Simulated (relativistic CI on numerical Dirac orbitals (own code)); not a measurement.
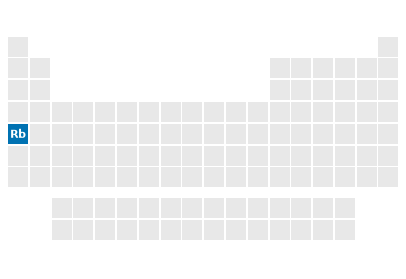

Figure 1. The place of rubidium in the periodic table.

## Run report: Rb⁺, relativistic CI calculation

Rb⁺. Level asked for: Dirac-Coulomb-Breit CI, KLI orbitals optimised for each configuration, model QED (radiative potential, 1s self-energy scaled to tabulated hydrogen-like ionisation energies), numerical settings as typed (relativistic CI on numerical Dirac orbitals, in-house).

### Input
```
atom Rb  Z=37  charge=3  electrons=34
nucleus A=85  rms_radius_fm=4.2036
hamiltonian dirac-coulomb  breit=on  qed=on  c_scale=1
orbitals kli  potential=per-configuration
slater_scale 1
correlation none
mixing on
grid step=0.0125 r_max=74.5
scf mixing=0.4 start=green max_iterations=72 tolerance=2e-08 node_fill=0.05
configurations
  [Ar] 3d10 4s2 4p6
end
```

Launched within a batch (the task file carries these settings):
```bash
python <driver script> task.json out
```

The program writes its results to a structured record and prints no log; tables and figures of this report are taken from that record.

### Outcome

```tsv
quantity	value
outcome	refused by the program
hardware	1 CPU thread, shared host
```

### What went wrong

The input is odd on purpose: charge. The program refused the input; the driver noted: configuration [Ar] 3d10 4s2 4p6 has 36 electrons, the ion has 34.
